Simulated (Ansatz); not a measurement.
FH5N2Si2

Input file:

```
crystal:
  periodic: [false, false, false]
  atoms:
    - { symbol: "N", position_ang: [-0.9606, 0.1409, 1.5473] }
    - { symbol: Si, position_ang: [-0.3238, 1.1262, 0.2809] }
    - { symbol: F, position_ang: [1.1513, 1.3498, 0.7884] }
    - { symbol: "N", position_ang: [-0.4001, -0.0151, -0.7724] }
    - { symbol: Si, position_ang: [0.4579, -0.778, -1.8131] }
    - { symbol: H, position_ang: [-0.8653, 0.7238, 2.3943] }
    - { symbol: H, position_ang: [-0.3472, -0.6044, 1.6193] }
    - { symbol: H, position_ang: [-1.2462, -0.5567, -0.5081] }
    - { symbol: H, position_ang: [1.2586, 0.2091, -2.55] }
    - { symbol: H, position_ang: [1.3586, -1.6468, -0.9838] }
basis:
  gaussian:
    orbitals: def2-TZVP
hamiltonian:
  xc: blyp
output:
  orbitals: {}
```

Launched as:

```sh
python
```

Computed with SCF blyp, Gaussian basis in Ansatz.

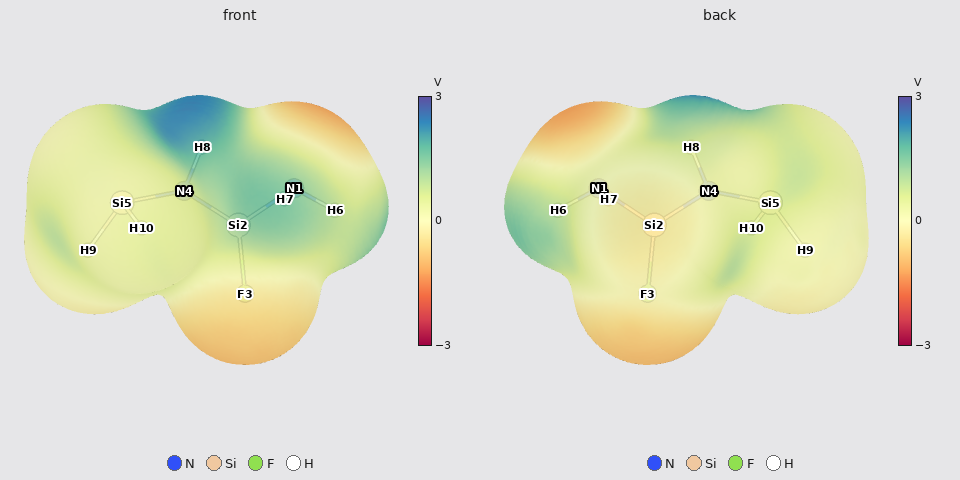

Figure 1. The molecular electrostatic potential painted on the density surface at 0.002 e/bohr³, seen from the front and from behind; the colour scale runs from red (negative) to blue (positive).

Where is the surface potential most negative and most positive?

The most negative region (about −1.2 V) lies over N1, the most positive (about +2.4 V) over Si5 and H8. N1 is the likeliest acceptor of a hydrogen bond.

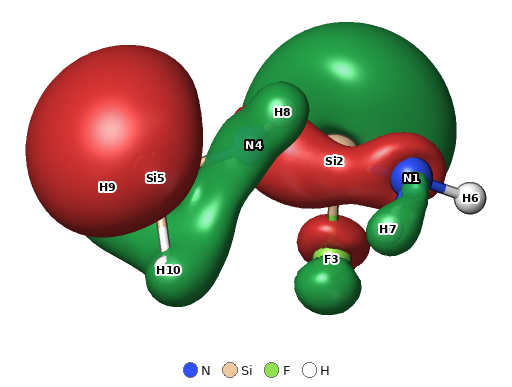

Figure 2. The HOMO at ±0.08 Å⁻³ᐟ² (green and red are the two phases), seen from one side.

Where does this orbital lie, and at what energy?

It lies mainly on Si2 (about 40 %), Si5 (about 35 %) and N4 (about 5 %). Its energy is −4.42 eV.

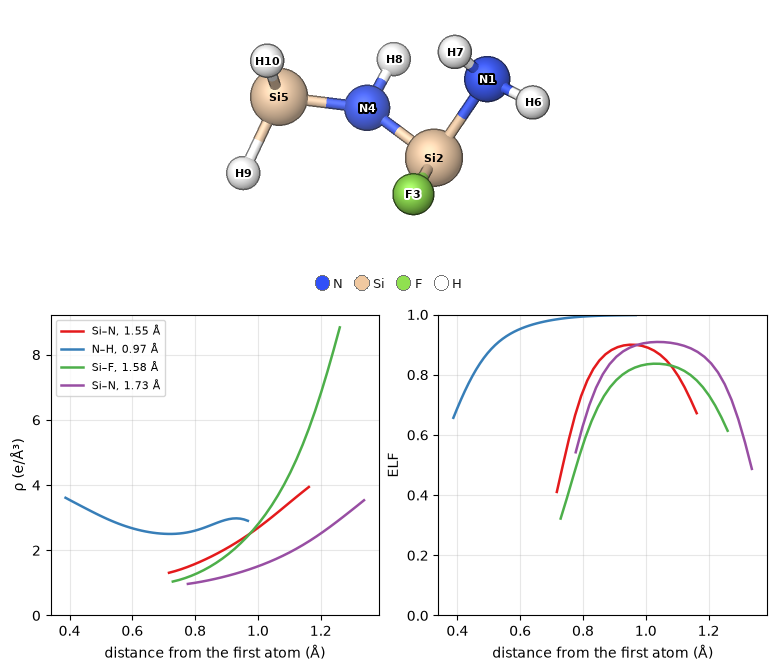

Figure 3. Total electron density and electron localisation function along straight lines between neighbouring atoms. The curves leave out the atomic cores. The structure is drawn too.

Compare the contacts.

Si–N (1.55 Å): the density is about 1.5 e/Å³ at the midpoint; the ELF peaks at about 0.90 between the atoms: a short, strongly polar bond.
N–H (0.97 Å): ρ is about 3.1 e/Å³ halfway; the ELF climbs to about 1 towards the hydrogen, as it does in any bond to H (an ordinary covalent bond to hydrogen).
Si–F (1.58 Å): ρ is about 1.2 e/Å³ halfway; the ELF peaks at about 0.85 in the valence shell of F, 0.6 Å from its nucleus, and is about 0.55 at the midpoint.
Si–N (1.73 Å): the density is about 1.1 e/Å³ at the midpoint; the ELF peaks at about 0.90 between the atoms (a shared but strongly polarised pair).
